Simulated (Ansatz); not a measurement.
## Molecular dynamics, with input and output: CH10O2Si (part 2 of 3)

Continued. System: CH10O2Si. Method: UKS B3LYP-D4/def2-SVP (Ansatz 0.2.0). It belongs to a series of runs on one base structure; here: dynamics from the highest image of the converged band.

Geometry of the input (Å):
```
Si -0.5569  -0.2348  -0.6820
H  0.9448  -0.7136  0.0682
H  -0.6750  -1.6425  -1.1812
H  -1.9867  0.2517  -0.9714
C  0.4114  0.9927  -1.7498
H  -0.1153  -0.1928  1.9222
O  -0.9512  0.0817  1.0800
H  1.1748  -0.6994  1.2233
O  0.9449  -0.5780  2.2972
H  1.4060  0.6115  -2.0276
H  0.5596  1.9264  -1.1791
H  -0.1583  1.2492  -2.6581
H  -1.8402  0.4322  1.2300
H  0.8423  -1.4845  2.6285
```

What the program printed, continued:
```
md step   110: t =    55.00 fs  T =   945.2 K  F+E_penalty+E_count = -13166.20624280 eV  E_kin = 1.466112 eV  conserved = -13164.74013036 eV  (31 SCF iters, 3 dispersion substeps)
md step   111: t =    55.50 fs  T =   915.0 K  F+E_penalty+E_count = -13166.15851710 eV  E_kin = 1.419262 eV  conserved = -13164.73925461 eV  (28 SCF iters, 3 dispersion substeps)
md step   112: t =    56.00 fs  T =   902.9 K  F+E_penalty+E_count = -13166.13948539 eV  E_kin = 1.400522 eV  conserved = -13164.73896386 eV  (30 SCF iters, 3 dispersion substeps)
md step   113: t =    56.50 fs  T =   911.7 K  F+E_penalty+E_count = -13166.15354818 eV  E_kin = 1.414220 eV  conserved = -13164.73932860 eV  (31 SCF iters, 3 dispersion substeps)
md step   114: t =    57.00 fs  T =   938.1 K  F+E_penalty+E_count = -13166.19542395 eV  E_kin = 1.455108 eV  conserved = -13164.74031588 eV  (31 SCF iters, 3 dispersion substeps)
md step   115: t =    57.50 fs  T =   972.8 K  F+E_penalty+E_count = -13166.25086993 eV  E_kin = 1.508883 eV  conserved = -13164.74198646 eV  (31 SCF iters, 3 dispersion substeps)
md step   116: t =    58.00 fs  T =   999.8 K  F+E_penalty+E_count = -13166.29464923 eV  E_kin = 1.550805 eV  conserved = -13164.74384424 eV  (31 SCF iters, 3 dispersion substeps)
md step   117: t =    58.50 fs  T =  1002.9 K  F+E_penalty+E_count = -13166.30013099 eV  E_kin = 1.555615 eV  conserved = -13164.74451613 eV  (29 SCF iters, 3 dispersion substeps)
md step   118: t =    59.00 fs  T =   979.4 K  F+E_penalty+E_count = -13166.26165481 eV  E_kin = 1.519092 eV  conserved = -13164.74256258 eV  (30 SCF iters, 3 dispersion substeps)
md step   119: t =    59.50 fs  T =   950.0 K  F+E_penalty+E_count = -13166.21262008 eV  E_kin = 1.473611 eV  conserved = -13164.73900904 eV  (30 SCF iters, 3 dispersion substeps)
md step   120: t =    60.00 fs  T =   946.4 K  F+E_penalty+E_count = -13166.20600247 eV  E_kin = 1.467936 eV  conserved = -13164.73806675 eV  (31 SCF iters, 3 dispersion substeps)
md step   121: t =    60.50 fs  T =   976.2 K  F+E_penalty+E_count = -13166.25527986 eV  E_kin = 1.514132 eV  conserved = -13164.74114808 eV  (31 SCF iters, 3 dispersion substeps)
md step   122: t =    61.00 fs  T =  1013.1 K  F+E_penalty+E_count = -13166.31580178 eV  E_kin = 1.571469 eV  conserved = -13164.74433321 eV  (30 SCF iters, 3 dispersion substeps)
md step   123: t =    61.50 fs  T =  1027.0 K  F+E_penalty+E_count = -13166.33780423 eV  E_kin = 1.593016 eV  conserved = -13164.74478797 eV  (29 SCF iters, 3 dispersion substeps)
md step   124: t =    62.00 fs  T =  1009.9 K  F+E_penalty+E_count = -13166.30969191 eV  E_kin = 1.566466 eV  conserved = -13164.74322579 eV  (29 SCF iters, 3 dispersion substeps)
md step   125: t =    62.50 fs  T =   974.0 K  F+E_penalty+E_count = -13166.25213527 eV  E_kin = 1.510839 eV  conserved = -13164.74129585 eV  (31 SCF iters, 3 dispersion substeps)
md step   126: t =    63.00 fs  T =   937.4 K  F+E_penalty+E_count = -13166.19398586 eV  E_kin = 1.454038 eV  conserved = -13164.73994799 eV  (31 SCF iters, 3 dispersion substeps)
md step   127: t =    63.50 fs  T =   913.1 K  F+E_penalty+E_count = -13166.15557602 eV  E_kin = 1.416283 eV  conserved = -13164.73929345 eV  (27 SCF iters, 3 dispersion substeps)
md step   128: t =    64.00 fs  T =   907.4 K  F+E_penalty+E_count = -13166.14672555 eV  E_kin = 1.407432 eV  conserved = -13164.73929377 eV  (28 SCF iters, 3 dispersion substeps)
md step   129: t =    64.50 fs  T =   920.4 K  F+E_penalty+E_count = -13166.16752716 eV  E_kin = 1.427619 eV  conserved = -13164.73990814 eV  (27 SCF iters, 3 dispersion substeps)
md step   130: t =    65.00 fs  T =   946.3 K  F+E_penalty+E_count = -13166.20889179 eV  E_kin = 1.467770 eV  conserved = -13164.74112225 eV  (27 SCF iters, 3 dispersion substeps)
md step   131: t =    65.50 fs  T =   973.3 K  F+E_penalty+E_count = -13166.25257365 eV  E_kin = 1.509733 eV  conserved = -13164.74284095 eV  (27 SCF iters, 3 dispersion substeps)
md step   132: t =    66.00 fs  T =   985.6 K  F+E_penalty+E_count = -13166.27303365 eV  E_kin = 1.528809 eV  conserved = -13164.74422506 eV  (26 SCF iters, 3 dispersion substeps)
md step   133: t =    66.50 fs  T =   972.7 K  F+E_penalty+E_count = -13166.25246885 eV  E_kin = 1.508726 eV  conserved = -13164.74374291 eV  (26 SCF iters, 3 dispersion substeps)
md step   134: t =    67.00 fs  T =   942.8 K  F+E_penalty+E_count = -13166.20310275 eV  E_kin = 1.462414 eV  conserved = -13164.74068835 eV  (26 SCF iters, 3 dispersion substeps)
md step   135: t =    67.50 fs  T =   925.2 K  F+E_penalty+E_count = -13166.17287969 eV  E_kin = 1.435058 eV  conserved = -13164.73782202 eV  (27 SCF iters, 3 dispersion substeps)
md step   136: t =    68.00 fs  T =   943.8 K  F+E_penalty+E_count = -13166.20303241 eV  E_kin = 1.463945 eV  conserved = -13164.73908770 eV  (27 SCF iters, 3 dispersion substeps)
md step   137: t =    68.50 fs  T =   987.5 K  F+E_penalty+E_count = -13166.27486214 eV  E_kin = 1.531788 eV  conserved = -13164.74307432 eV  (27 SCF iters, 3 dispersion substeps)
md step   138: t =    69.00 fs  T =  1020.8 K  F+E_penalty+E_count = -13166.32870123 eV  E_kin = 1.583344 eV  conserved = -13164.74535770 eV  (27 SCF iters, 3 dispersion substeps)
md step   139: t =    69.50 fs  T =  1019.5 K  F+E_penalty+E_count = -13166.32602941 eV  E_kin = 1.581308 eV  conserved = -13164.74472116 eV  (27 SCF iters, 3 dispersion substeps)
md step   140: t =    70.00 fs  T =   985.8 K  F+E_penalty+E_count = -13166.27172594 eV  E_kin = 1.529125 eV  conserved = -13164.74260113 eV  (27 SCF iters, 3 dispersion substeps)
md step   141: t =    70.50 fs  T =   938.4 K  F+E_penalty+E_count = -13166.19599617 eV  E_kin = 1.455510 eV  conserved = -13164.74048666 eV  (28 SCF iters, 3 dispersion substeps)
md step   142: t =    71.00 fs  T =   897.3 K  F+E_penalty+E_count = -13166.13085326 eV  E_kin = 1.391757 eV  conserved = -13164.73909651 eV  (28 SCF iters, 3 dispersion substeps)
md step   143: t =    71.50 fs  T =   876.0 K  F+E_penalty+E_count = -13166.09741035 eV  E_kin = 1.358821 eV  conserved = -13164.73858930 eV  (28 SCF iters, 3 dispersion substeps)
md step   144: t =    72.00 fs  T =   879.7 K  F+E_penalty+E_count = -13166.10350682 eV  E_kin = 1.364513 eV  conserved = -13164.73899386 eV  (28 SCF iters, 3 dispersion substeps)
md step   145: t =    72.50 fs  T =   904.4 K  F+E_penalty+E_count = -13166.14304291 eV  E_kin = 1.402849 eV  conserved = -13164.74019346 eV  (26 SCF iters, 3 dispersion substeps)
md step   146: t =    73.00 fs  T =   938.5 K  F+E_penalty+E_count = -13166.19782588 eV  E_kin = 1.455776 eV  conserved = -13164.74204966 eV  (29 SCF iters, 3 dispersion substeps)
md step   147: t =    73.50 fs  T =   964.2 K  F+E_penalty+E_count = -13166.23962767 eV  E_kin = 1.495612 eV  conserved = -13164.74401522 eV  (30 SCF iters, 3 dispersion substeps)
md step   148: t =    74.00 fs  T =   964.1 K  F+E_penalty+E_count = -13166.24027209 eV  E_kin = 1.495494 eV  conserved = -13164.74477824 eV  (29 SCF iters, 3 dispersion substeps)
md step   149: t =    74.50 fs  T =   934.7 K  F+E_penalty+E_count = -13166.19273934 eV  E_kin = 1.449874 eV  conserved = -13164.74286580 eV  (29 SCF iters, 3 dispersion substeps)
md step   150: t =    75.00 fs  T =   896.8 K  F+E_penalty+E_count = -13166.13015225 eV  E_kin = 1.391036 eV  conserved = -13164.73911662 eV  (29 SCF iters, 3 dispersion substeps)
md step   151: t =    75.50 fs  T =   883.9 K  F+E_penalty+E_count = -13166.10877495 eV  E_kin = 1.371006 eV  conserved = -13164.73776900 eV  (27 SCF iters, 3 dispersion substeps)
md step   152: t =    76.00 fs  T =   907.3 K  F+E_penalty+E_count = -13166.14803629 eV  E_kin = 1.407362 eV  conserved = -13164.74067395 eV  (27 SCF iters, 3 dispersion substeps)
md step   153: t =    76.50 fs  T =   942.5 K  F+E_penalty+E_count = -13166.20595930 eV  E_kin = 1.461910 eV  conserved = -13164.74404898 eV  (26 SCF iters, 3 dispersion substeps)
md step   154: t =    77.00 fs  T =   957.6 K  F+E_penalty+E_count = -13166.23011115 eV  E_kin = 1.485342 eV  conserved = -13164.74476939 eV  (26 SCF iters, 3 dispersion substeps)
md step   155: t =    77.50 fs  T =   942.1 K  F+E_penalty+E_count = -13166.20470266 eV  E_kin = 1.461364 eV  conserved = -13164.74333908 eV  (27 SCF iters, 3 dispersion substeps)
md step   156: t =    78.00 fs  T =   906.8 K  F+E_penalty+E_count = -13166.14798032 eV  E_kin = 1.406631 eV  conserved = -13164.74134933 eV  (26 SCF iters, 3 dispersion substeps)
md step   157: t =    78.50 fs  T =   870.1 K  F+E_penalty+E_count = -13166.08945939 eV  E_kin = 1.349678 eV  conserved = -13164.73978106 eV  (28 SCF iters, 3 dispersion substeps)
md step   158: t =    79.00 fs  T =   847.3 K  F+E_penalty+E_count = -13166.05311110 eV  E_kin = 1.314196 eV  conserved = -13164.73891547 eV  (28 SCF iters, 3 dispersion substeps)
md step   159: t =    79.50 fs  T =   846.7 K  F+E_penalty+E_count = -13166.05217215 eV  E_kin = 1.313318 eV  conserved = -13164.73885454 eV  (28 SCF iters, 3 dispersion substeps)
md step   160: t =    80.00 fs  T =   869.0 K  F+E_penalty+E_count = -13166.08757962 eV  E_kin = 1.347924 eV  conserved = -13164.73965608 eV  (28 SCF iters, 3 dispersion substeps)
md step   161: t =    80.50 fs  T =   906.3 K  F+E_penalty+E_count = -13166.14709020 eV  E_kin = 1.405813 eV  conserved = -13164.74127686 eV  (28 SCF iters, 3 dispersion substeps)
md step   162: t =    81.00 fs  T =   942.9 K  F+E_penalty+E_count = -13166.20596374 eV  E_kin = 1.462548 eV  conserved = -13164.74341620 eV  (26 SCF iters, 3 dispersion substeps)
md step   163: t =    81.50 fs  T =   958.9 K  F+E_penalty+E_count = -13166.23233982 eV  E_kin = 1.487296 eV  conserved = -13164.74504376 eV  (26 SCF iters, 3 dispersion substeps)
md step   164: t =    82.00 fs  T =   941.5 K  F+E_penalty+E_count = -13166.20481800 eV  E_kin = 1.460307 eV  conserved = -13164.74451085 eV  (26 SCF iters, 3 dispersion substeps)
md step   165: t =    82.50 fs  T =   899.5 K  F+E_penalty+E_count = -13166.13637301 eV  E_kin = 1.395209 eV  conserved = -13164.74116419 eV  (26 SCF iters, 3 dispersion substeps)
md step   166: t =    83.00 fs  T =   864.8 K  F+E_penalty+E_count = -13166.07931543 eV  E_kin = 1.341350 eV  conserved = -13164.73796577 eV  (27 SCF iters, 3 dispersion substeps)
md step   167: t =    83.50 fs  T =   864.6 K  F+E_penalty+E_count = -13166.08010340 eV  E_kin = 1.341175 eV  conserved = -13164.73892843 eV  (28 SCF iters, 3 dispersion substeps)
md step   168: t =    84.00 fs  T =   891.2 K  F+E_penalty+E_count = -13166.12501244 eV  E_kin = 1.382430 eV  conserved = -13164.74258270 eV  (28 SCF iters, 3 dispersion substeps)
md step   169: t =    84.50 fs  T =   912.1 K  F+E_penalty+E_count = -13166.15945595 eV  E_kin = 1.414808 eV  conserved = -13164.74464772 eV  (26 SCF iters, 3 dispersion substeps)
md step   170: t =    85.00 fs  T =   905.1 K  F+E_penalty+E_count = -13166.14808661 eV  E_kin = 1.403988 eV  conserved = -13164.74409879 eV  (27 SCF iters, 3 dispersion substeps)
md step   171: t =    85.50 fs  T =   871.7 K  F+E_penalty+E_count = -13166.09438940 eV  E_kin = 1.352041 eV  conserved = -13164.74234861 eV  (27 SCF iters, 3 dispersion substeps)
md step   172: t =    86.00 fs  T =   826.7 K  F+E_penalty+E_count = -13166.02290571 eV  E_kin = 1.282242 eV  conserved = -13164.74066406 eV  (28 SCF iters, 3 dispersion substeps)
md step   173: t =    86.50 fs  T =   786.4 K  F+E_penalty+E_count = -13165.95923472 eV  E_kin = 1.219734 eV  conserved = -13164.73950066 eV  (28 SCF iters, 3 dispersion substeps)
md step   174: t =    87.00 fs  T =   762.3 K  F+E_penalty+E_count = -13165.92137503 eV  E_kin = 1.182494 eV  conserved = -13164.73888119 eV  (28 SCF iters, 3 dispersion substeps)
md step   175: t =    87.50 fs  T =   760.8 K  F+E_penalty+E_count = -13165.91906572 eV  E_kin = 1.180167 eV  conserved = -13164.73889843 eV  (28 SCF iters, 3 dispersion substeps)
md step   176: t =    88.00 fs  T =   781.7 K  F+E_penalty+E_count = -13165.95214374 eV  E_kin = 1.212438 eV  conserved = -13164.73970576 eV  (27 SCF iters, 3 dispersion substeps)
md step   177: t =    88.50 fs  T =   816.8 K  F+E_penalty+E_count = -13166.00830083 eV  E_kin = 1.266878 eV  conserved = -13164.74142240 eV  (28 SCF iters, 3 dispersion substeps)
md step   178: t =    89.00 fs  T =   849.7 K  F+E_penalty+E_count = -13166.06156436 eV  E_kin = 1.318013 eV  conserved = -13164.74355150 eV  (26 SCF iters, 3 dispersion substeps)
md step   179: t =    89.50 fs  T =   862.0 K  F+E_penalty+E_count = -13166.08163500 eV  E_kin = 1.337011 eV  conserved = -13164.74462372 eV  (26 SCF iters, 3 dispersion substeps)
md step   180: t =    90.00 fs  T =   847.1 K  F+E_penalty+E_count = -13166.05693321 eV  E_kin = 1.313943 eV  conserved = -13164.74299048 eV  (26 SCF iters, 3 dispersion substeps)
md step   181: t =    90.50 fs  T =   822.9 K  F+E_penalty+E_count = -13166.01594587 eV  E_kin = 1.276386 eV  conserved = -13164.73956031 eV  (26 SCF iters, 3 dispersion substeps)
md step   182: t =    91.00 fs  T =   819.4 K  F+E_penalty+E_count = -13166.00960815 eV  E_kin = 1.271027 eV  conserved = -13164.73858145 eV  (26 SCF iters, 3 dispersion substeps)
md step   183: t =    91.50 fs  T =   844.8 K  F+E_penalty+E_count = -13166.05191307 eV  E_kin = 1.310424 eV  conserved = -13164.74148893 eV  (26 SCF iters, 3 dispersion substeps)
md step   184: t =    92.00 fs  T =   874.5 K  F+E_penalty+E_count = -13166.10089989 eV  E_kin = 1.356517 eV  conserved = -13164.74438326 eV  (26 SCF iters, 3 dispersion substeps)
md step   185: t =    92.50 fs  T =   881.0 K  F+E_penalty+E_count = -13166.11115912 eV  E_kin = 1.366600 eV  conserved = -13164.74455896 eV  (26 SCF iters, 3 dispersion substeps)
md step   186: t =    93.00 fs  T =   859.0 K  F+E_penalty+E_count = -13166.07523996 eV  E_kin = 1.332397 eV  conserved = -13164.74284301 eV  (26 SCF iters, 3 dispersion substeps)
md step   187: t =    93.50 fs  T =   822.1 K  F+E_penalty+E_count = -13166.01599079 eV  E_kin = 1.275108 eV  conserved = -13164.74088288 eV  (28 SCF iters, 3 dispersion substeps)
md step   188: t =    94.00 fs  T =   788.5 K  F+E_penalty+E_count = -13165.96257535 eV  E_kin = 1.222998 eV  conserved = -13164.73957747 eV  (28 SCF iters, 3 dispersion substeps)
md step   189: t =    94.50 fs  T =   771.0 K  F+E_penalty+E_count = -13165.93498012 eV  E_kin = 1.195914 eV  conserved = -13164.73906639 eV  (29 SCF iters, 3 dispersion substeps)
md step   190: t =    95.00 fs  T =   774.8 K  F+E_penalty+E_count = -13165.94105140 eV  E_kin = 1.201770 eV  conserved = -13164.73928159 eV  (28 SCF iters, 3 dispersion substeps)
md step   191: t =    95.50 fs  T =   797.7 K  F+E_penalty+E_count = -13165.97747920 eV  E_kin = 1.237332 eV  conserved = -13164.74014729 eV  (28 SCF iters, 3 dispersion substeps)
md step   192: t =    96.00 fs  T =   831.2 K  F+E_penalty+E_count = -13166.03097302 eV  E_kin = 1.289350 eV  conserved = -13164.74162315 eV  (28 SCF iters, 3 dispersion substeps)
md step   193: t =    96.50 fs  T =   861.0 K  F+E_penalty+E_count = -13166.07894744 eV  E_kin = 1.335454 eV  conserved = -13164.74349306 eV  (26 SCF iters, 3 dispersion substeps)
md step   194: t =    97.00 fs  T =   869.7 K  F+E_penalty+E_count = -13166.09388452 eV  E_kin = 1.349060 eV  conserved = -13164.74482458 eV  (27 SCF iters, 3 dispersion substeps)
md step   195: t =    97.50 fs  T =   847.9 K  F+E_penalty+E_count = -13166.05925986 eV  E_kin = 1.315226 eV  conserved = -13164.74403339 eV  (26 SCF iters, 3 dispersion substeps)
md step   196: t =    98.00 fs  T =   806.7 K  F+E_penalty+E_count = -13165.99198628 eV  E_kin = 1.251331 eV  conserved = -13164.74065481 eV  (27 SCF iters, 3 dispersion substeps)
md step   197: t =    98.50 fs  T =   777.8 K  F+E_penalty+E_count = -13165.94438601 eV  E_kin = 1.206511 eV  conserved = -13164.73787542 eV  (27 SCF iters, 3 dispersion substeps)
md step   198: t =    99.00 fs  T =   784.7 K  F+E_penalty+E_count = -13165.95654527 eV  E_kin = 1.217228 eV  conserved = -13164.73931695 eV  (27 SCF iters, 3 dispersion substeps)
md step   199: t =    99.50 fs  T =   815.4 K  F+E_penalty+E_count = -13166.00773293 eV  E_kin = 1.264815 eV  conserved = -13164.74291765 eV  (27 SCF iters, 3 dispersion substeps)
these checks for a lower state are left out or cut short: starts, cluster_reference, orbital_swaps, neighbouring_geometries, increment
1155 factors; integrals over basis functions are off by at most 5.7e-4 eV
mean field evaluation 1216: about -13165.7972 eV, gradient 1.6e-5 eV
mean field -13165.79721147 eV, -483.8341234237 hartree, gradient 4.9e-5 eV, S^2 0.000000; 0 other end points of the search recorded, 0 dependent functions left out
the calculation of the forces begins
reference -13165.79759074 eV, -483.8341373617 hartree; 23, 23 occupied and 87, 87 virtual orbitals, 1155 factors
1155 factors; integrals over basis functions are off by at most 5.7e-4 eV
mean field -13165.79721147 eV, -483.8341234237 hartree, gradient 4.9e-5 eV, S^2 0.000000; 1 other end points of the search recorded, 0 dependent functions left out
the calculation of the forces begins
reference -13165.79759074 eV, -483.8341373617 hartree; 23, 23 occupied and 87, 87 virtual orbitals, 1155 factors
md step   200: t =   100.00 fs  T =   837.6 K  F+E_penalty+E_count = -13166.04374968 eV  E_kin = 1.299184 eV  conserved = -13164.74456580 eV  (29 SCF iters, 3 dispersion substeps)
```

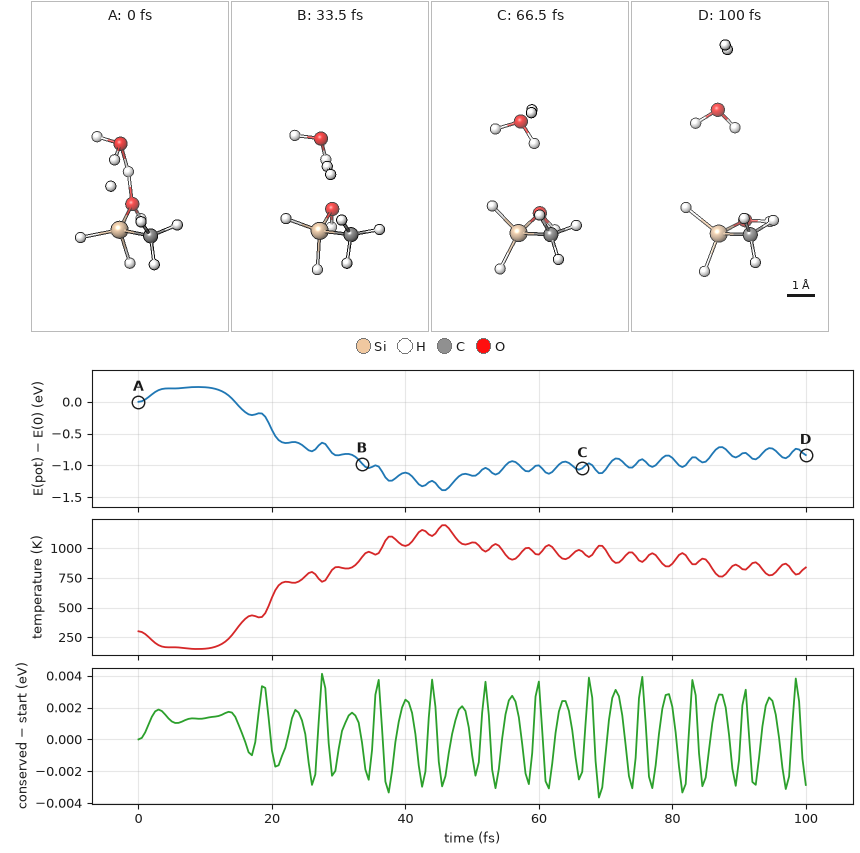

Fig. 1: Frames of the molecular dynamics (ball-and-stick, seen at an oblique angle) above the curves, on which the letters mark them. The trajectory kept here has 201 frames over 100 fs. The temperature starts at 300 K, ranges from 151 to 1193 K and averages 910 K over the second half. The potential energy ends 0.837 eV below its first value. The conserved quantity stays within 0.0078 eV. After an unweighted best fit of the last frame on the first, the root-mean-square displacement is 2.36 Å, and H2 has moved furthest (5.85 Å).

```
Total energy: -13166.04412895 eV, -483.8431974738 hartree
Atom 0 at    -0.956606    -0.267088    -0.855518 Å, force    -0.121483    -1.185054     0.617628 eV/Å
Atom 1 at     7.886744    -0.554379     0.455422 Å, force     0.643609    -0.044573    -0.386269 eV/Å
Atom 2 at    -0.350148    -1.608883    -0.331432 Å, force    -0.289676     0.998307    -0.442015 eV/Å
Atom 3 at    -1.930927    -0.597638    -1.954044 Å, force    -0.283655    -0.140719     0.524607 eV/Å
Atom 4 at     0.091623     1.012650    -1.668638 Å, force     1.643844    -0.488152    -0.336981 eV/Å
Atom 5 at     0.909521    -0.307637     2.868894 Å, force     0.083129     0.270134     0.092862 eV/Å
Atom 6 at    -1.522070     0.534161     0.536156 Å, force     0.048123    -0.286025    -0.494983 eV/Å
Atom 7 at     7.252412    -0.509690     0.835562 Å, force    -0.644594     0.044393     0.386673 eV/Å
Atom 8 at     1.553650    -1.007419     3.048160 Å, force    -0.743807    -0.581137    -0.499562 eV/Å
Atom 9 at     1.158020     0.778596    -1.888761 Å, force    -0.444913    -0.340367    -0.245291 eV/Å
Atom 10 at     0.225984     1.761918    -0.906685 Å, force    -0.182455     1.132977     0.301707 eV/Å
Atom 11 at    -0.394605     1.366778    -2.581125 Å, force    -0.010472     0.383230    -0.037963 eV/Å
Atom 12 at    -1.305136     1.474077     0.447006 Å, force    -0.272793    -0.099380     0.196639 eV/Å
Atom 13 at     1.046209    -1.769361     2.688740 Å, force     0.575142     0.336365     0.322948 eV/Å
Dipole moment:    -0.173270     0.305944    -0.431681 e Å
```
